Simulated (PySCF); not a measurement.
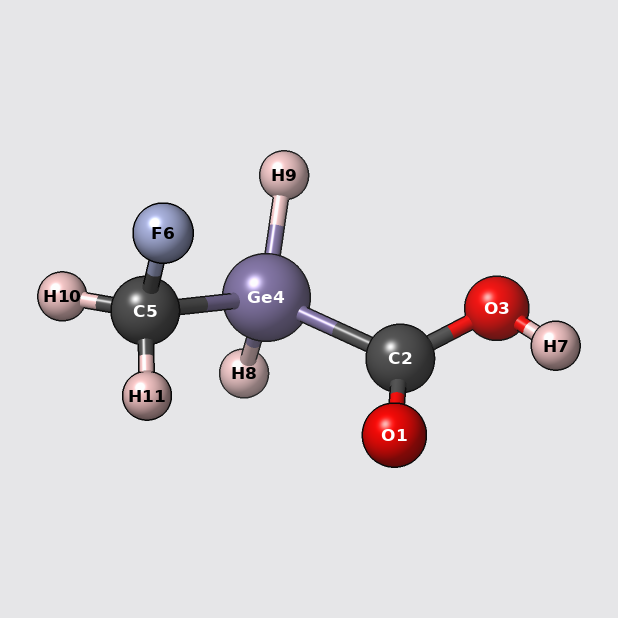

Computed geometry: PBE0-D3(BJ)/def2-SVP optimisation. No frequency run is at hand to confirm it as a minimum. Method: B3LYP/pcJ-1 (pcSseg-1 on Ge) indirect spin-spin coupling, non-relativistic, gas phase (PySCF 2.14.0). Isotopes: 13C, 19F, 1H, 17O.

Give the spin–spin coupling constants of these pairs, with the number of bonds between them: C5/F6, F6/H11, F6/H10, F6/H8.

| pair | bonds apart | J (Hz) |
| --- | --- | --- |
| C5, F6 | 1 | −253.4 |
| F6, H11 | 2 | 54.1 |
| F6, H10 | 2 | 55.0 |
| F6, H8 | 3 | 36.2 |

Density functionals are unreliable for couplings to fluorine, so those rows may be far off.
